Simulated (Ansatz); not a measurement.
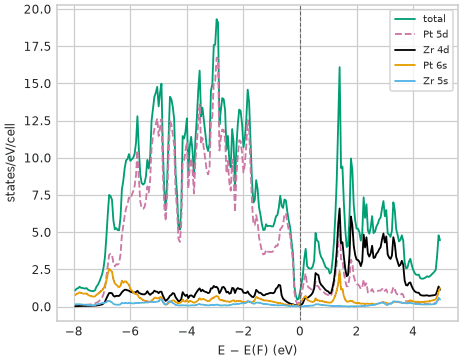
Figure: Total and projected density of states of ZrPt$_{3}$ in space group P6_3/mmc (No. 194; Pt on 6h, Zr on 2c), the program Ansatz at the PBEsol level (PAW)

**Question.** Which orbitals carry the states next to the Fermi level?

**Answer.** Within 0.5 eV of the Fermi level: Pt 5d 71 %, Zr 4d 13 %, Pt 6s 9 %, outside the projected shells 6 %. Projections are on Löwdin-orthogonalised atomic valence shells; empty p or d shells of many metals are not among them.

**Question.** Where is the tallest occupied peak in this window, and what makes it?

**Answer.** Near -2.9 eV, about 19 states/eV per cell; the largest projected share is Pt 5d.

The start of the workflow was typed in or built on a structure type; the Crystallography Open Database copy checked does not list it. COD files the formula under space group No. 221. Whether it is the stable phase at ambient conditions was not checked. Symmetry was held in the PBEsol relaxation; whether a distortion lowers the energy is not shown. The run is not spin-polarised. Scalar-relativistic: spin–orbit coupling is off unless named, which matters more the heavier the elements.

Potentials: the earlier of the program's two PAW sets. The files were generated under PBE; for other functionals the program regenerates the frozen cores, and for LDA and PBEsol the local potential too.
